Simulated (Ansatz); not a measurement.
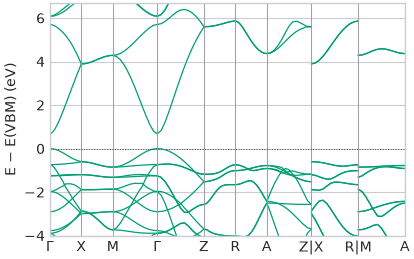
*Band structure from plane-wave PAW PBE (Ansatz code)*

Task: Read off the gap and where the band edges lie.

Result: About 0.7 eV (0.68 eV by a search for the band edges); maximum at Γ, minimum at Γ.

The material is SnO2 (rutile, space group No. 136).

Space group P4_2/mnm (rutile). The cell was relaxed with PBE under the symmetry of its start. Spin–orbit coupling is left out wherever it is not named.

Potentials: the later of the program's two PAW sets.
